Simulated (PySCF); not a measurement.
B(H)(OMe)(SiH3), CH₇BOSi, SMILES COB[SiH3], singlet at its B3LYP/def2-SVP optimised geometry (Å):

```
11

B     -0.7821     0.8825     0.0000
H     -1.4879     1.2556     0.9117
O     -0.5729     1.8047    -0.9551
C      0.2065     1.6443    -2.1251
H      0.6477     0.6361    -2.2002
H     -0.4290     1.8242    -3.0062
H      1.0160     2.3908    -2.1219
Si    -0.0115    -1.0208     0.0000
H     -0.4625    -1.7720     1.2097
H      1.4879    -1.0208     0.0000
H     -0.4380    -1.8047    -1.2049
```

Level of theory: B3LYP/def2-TZVP run with PySCF 2.14.0.

Map of the log10 of the electron density (e/bohr³), floored at −4 on the plane z = 0.6 Å:

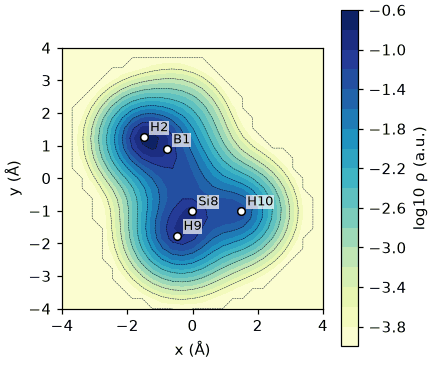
*Log10 of the electron density (e/bohr³), floored at −4 on the plane z = 0.6 Å.*
